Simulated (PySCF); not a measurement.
Breaking a bond: BCl, singlet.

- RCCSD(T) = CCSD(T) on RHF/cc-pVDZ, 6 core orbitals frozen in PySCF
- UKS-M06-2X = unrestricted M06-2X/cc-pVDZ (PySCF 2.14.0)
- UMP2/3-21G = unrestricted MP2 (frozen core)/3-21G in PySCF

Energies are in eV, each relative to the lowest point of its own curve near equilibrium.

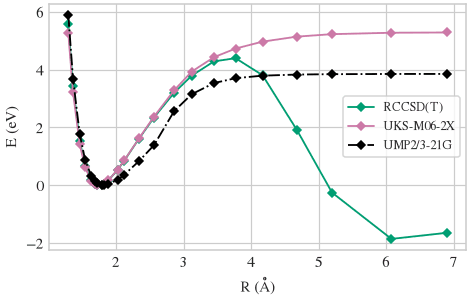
Energy against bond length for each method.

```csv
R / Å,RCCSD(T),UKS-M06-2X,UMP2/3-21G
1.29,5.574,5.270,5.899
1.36,3.428,3.221,3.691
1.46,1.525,1.417,1.758
1.54,0.671,0.615,0.875
1.63,0.174,0.154,0.323
1.68,0.046,0.039,0.155
1.72,0.000,0.000,0.071
1.79,0.012,0.020,0.004
1.82,0.046,0.055,0.000
1.88,0.151,0.161,0.023
2.02,0.525,0.535,0.186
2.12,0.851,0.861,0.360
2.34,1.612,1.625,0.837
2.56,2.342,2.372,1.383
2.86,3.203,3.285,2.566
3.12,3.793,3.933,3.150
3.45,4.287,4.433,3.536
3.77,4.397,4.731,3.705
4.17,3.807,4.970,3.792
4.68,1.905,5.145,3.831
5.20,-0.259,5.230,3.844
6.08,-1.862,5.279,3.851
6.91,-1.649,5.288,3.852
```

At the longest distance, 6.91 Å, UKS-M06-2X lies highest above its minimum (5.288 eV) and RCCSD(T) lowest (-1.649 eV).

The RCCSD(T) curve passes through a maximum at 3.77 Å and then falls by 6.046 eV up to the last usable point.

The T1 diagnostic of CCSD on the restricted reference of RCCSD(T) exceeds 0.045 at 3.12 to 6.91 Å. The unrestricted determinant behind UKS-M06-2X is spin-contaminated at 3.12 to 6.91 Å (<S²> up to 1.0, against 0.00 for a pure singlet). The unrestricted determinant behind UMP2/3-21G is spin-contaminated at 1.46 to 2.34, 2.86 to 6.91 Å (<S²> up to 1.0, against 0.00 for a pure singlet).
